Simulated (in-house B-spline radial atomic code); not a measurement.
Run report: K⁺, many-body perturbation calculation

- system: K⁺, core [Ne] 3s2 3p6.
- method: relativistic RPA (time-dependent Dirac-Hartree-Fock) and second-order many-body perturbation theory, no-pair Dirac-Coulomb, closed shell, B-spline basis (in-house B-spline radial atomic code)

Input file:
```
basis_form = 2
Z = 19
core_configuration = [Ne] 3s2 3p6
rms_radius = 3.4349
mass_number = 39
speed_of_light = 13703.5999084
box_radius = 25.846
lmax = 7
intervals = 66
virtual_cutoff = 9025.0
```

The run was one of a batch that the task file lists, launched with:
```bash
python <driver script> task.json out
```

The program writes its results to a structured record and prints no log; tables and figures of this report are taken from that record.

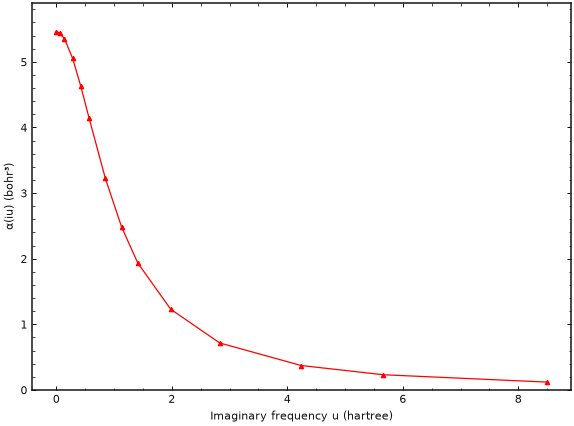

Dipole polarisability at imaginary frequency of K⁺, [Ne] 3s² 3p⁶. Relativistic RPA on Dirac–Hartree–Fock, no-pair Dirac–Coulomb, finite nucleus, computed with a B-spline radial code. Speed of light scaled by 100. The static dipole polarisability is 5.46 bohr³; α(iu) falls to half of it near u = 1.0 hartree. The Casimir–Polder integral gives C₆ = 23.2 hartree bohr⁶ for two such species.

Key numbers:

- outcome: converged
- hardware: 1 CPU thread, shared host
- wall time: 3 s
